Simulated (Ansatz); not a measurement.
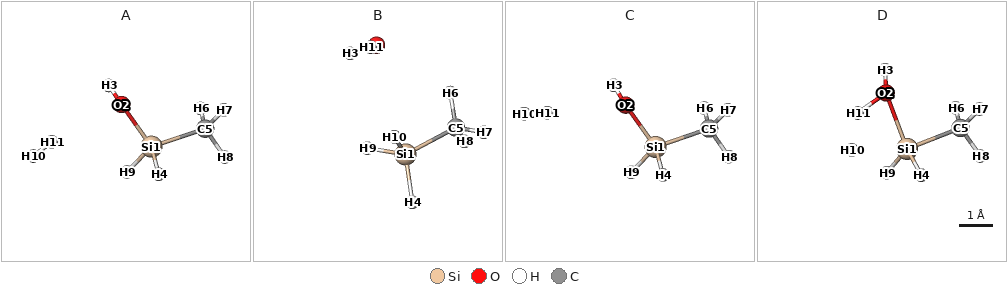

4 geometries from a converged minimum-energy path of CH₈OSi, made up at the start of CH$_{6}$OSi and H₂, shuffled. Style: ball-and-stick. Shown at a tilt.

The calculation used RHF/def2-SVP in Ansatz. Set-up: 5 movable images; climbing image; force threshold 0.05 eV/Å; iteration limit 60; starting path through a guess of the saddle point.

Which of them lies highest in energy?

D. In order along the path, whose images run from 0 to 6: C (image 0, 0.00 eV), A (image 1, +0.01 eV), D (image 4, +2.99 eV), B (image 6, +0.42 eV). Breaking: H10–H11 (0.75 → 1.15 at the top → 2.89 Å), Si1–O2 (1.66 → 1.86 at the top → 3.46 Å). Forming: O2–H11 (2.75 → 1.10 at the top → 0.95 Å), Si1–H10 (4.65 → 1.85 at the top → 1.49 Å).

Limits of the set-up: the start holds two separate molecules, 2.8 Å apart at their closest, whose relative position is a soft coordinate and is computed without a dispersion correction; Hartree-Fock leaves out electron correlation.
